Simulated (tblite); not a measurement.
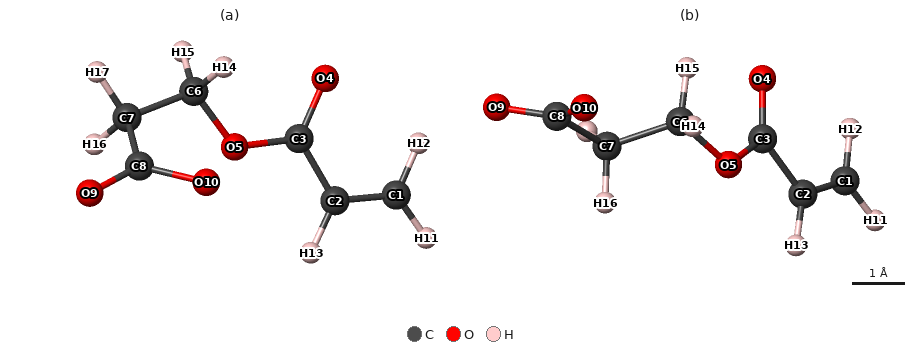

The structure of C6H7O4 (charge −1) before (left) and after (right) a relaxation, at one scale.

The picture is a ball-and-stick view, seen at a tilt.

Level of theory: tblite, GFN2-xTB geometry optimisation, gas phase. 

**Describe what moved and what it gained.**

The largest move after the best rigid fit is that of O10, 2.24 Å. By element the largest moves are O 2.24 Å, H 1.88 Å, C 1.27 Å. Near-neighbour distances that change, for instance: C8–O10 1.395 → 1.232 Å, C7–C8 1.494 → 1.612 Å, C3–O5 1.390 → 1.325 Å, C3–O4 1.275 → 1.214 Å. Bond angles that change, for instance: O9–C8–O10 117.9° → 130.8°, C2–C3–O5 117.6° → 110.1°, C7–C8–O9 120.9° → 114.0°. Groups turn about C6–C7 by about 100°, O5–C6 by about 65°, C7–C8 by about 35°. Over 196 geometry steps the energy falls by 132.9 kJ/mol.
